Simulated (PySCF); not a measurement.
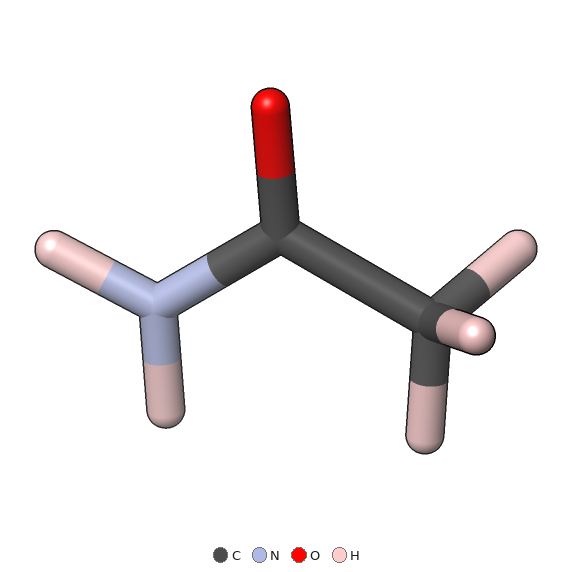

Stick drawing of a structure. Every bond is drawn as one stick, whatever its order.

The geometry was computed by an optimisation with PBE0-D3(BJ)/def2-SVP. No frequency run is at hand to confirm it as a minimum.

Count the atoms of each element.

Answer. C2H5NO, 9 atoms: 2 carbon, 5 hydrogen, 1 nitrogen and 1 oxygen.

Write the SMILES.

Answer. CC(N)=O

Describe its rings.

Answer. It has no ring.

More results for the same structure follow; atom numbers are the same in all pictures, views and colours differ.

**Shape**

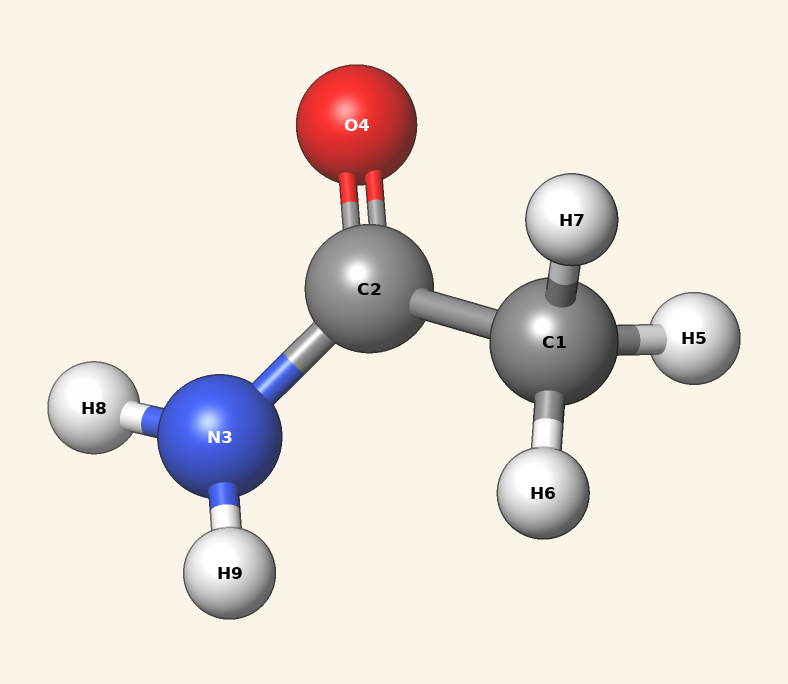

Atoms carry their numbers in the input. No frequency run is at hand to confirm it as a minimum.

Describe the coordination of atom 1.

Answer. C1 has 4 neighbours (C2 at 1.51, H5 at 1.10, H6 at 1.10, H7 at 1.10 Å); the arrangement is tetrahedral.

Describe the coordination of atom 3.

Answer. N3 has 3 neighbours (C2 at 1.36, H8 at 1.01, H9 at 1.01 Å); the arrangement is trigonal planar.

How are the neighbours of atom 2 arranged?

Answer. C2 has 3 neighbours (C1 at 1.51, N3 at 1.36, O4 at 1.21 Å); the arrangement is trigonal planar.

**Excitation**

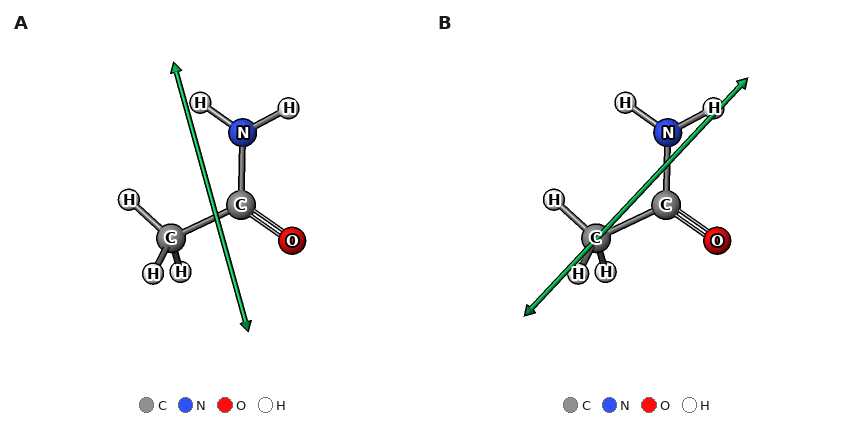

The double arrows show the directions of two transition dipoles from the ground state (lengths mean nothing). No frequency run is at hand to confirm it as a minimum. Properties computed with TDDFT PBE0/def2-SVPD, vertical, gas phase, core orbitals frozen in the response (PySCF 2.14.0).

One belongs to singlet state 2 and one to singlet state 4. Which is which?

Answer. A: state 4, 7.57 eV (164 nm), oscillator strength 0.12, mainly HOMO−1 → LUMO+1 (weight 0.69).
B: state 2, 6.76 eV (183 nm), oscillator strength 0.027, mainly HOMO → LUMO (weight 0.97).

**Polarisability**

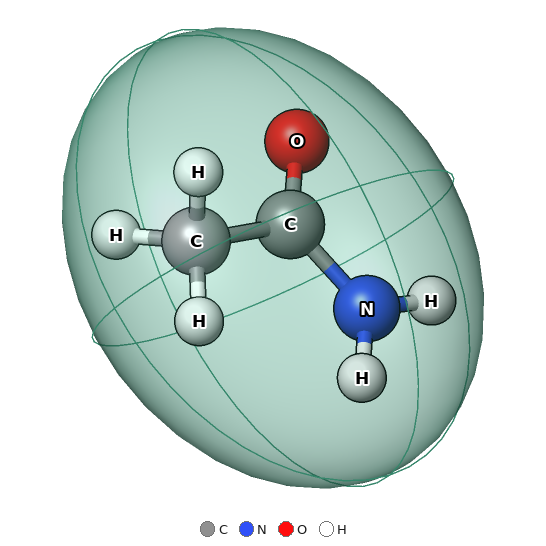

The ellipsoid shows the static dipole polarisability: its half-axes are proportional to the principal values. No frequency run is at hand to confirm it as a minimum. Computed with PBE0/6-31+G* (PySCF 2.14.0).

How large and how anisotropic is the polarisability?

Answer. Principal values 26.6, 37.7, 41.8 bohr³; mean 35.4 bohr³ (5.24 Å³); anisotropy 13.7 bohr³, so the longest axis is 1.57 times the shortest.

**Levels of theory compared**

No frequency run is at hand to confirm it as a minimum. Program: PySCF 2.14.0.

At this fixed geometry, give HOMO energy (eV) at these levels: BHandHLYP/def2-SVPD; CAM-B3LYP/def2-SVPD; LC-wPBE/def2-SVPD; PBE0/6-31+G*; PBE0/6-31G*; PBE0/aug-cc-pVDZ; PBE0/aug-cc-pVTZ; PBE0/def2-SVP; PBE0/def2-SVPD; PBE0/def2-TZVP; PBE0/def2-TZVPD; ωB97X-D/def2-SVPD.

| level | HOMO energy (eV) |
| --- | --- |
| BHandHLYP/def2-SVPD | −9.05 |
| CAM-B3LYP/def2-SVPD | −8.93 |
| LC-wPBE/def2-SVPD | −10.23 |
| PBE0/6-31+G* | −7.38 |
| PBE0/6-31G* | −6.93 |
| PBE0/aug-cc-pVDZ | −7.37 |
| PBE0/aug-cc-pVTZ | −7.39 |
| PBE0/def2-SVP | −7.06 |
| PBE0/def2-SVPD | −7.43 |
| PBE0/def2-TZVP | −7.32 |
| PBE0/def2-TZVPD | −7.39 |
| ωB97X-D/def2-SVPD | −9.37 |
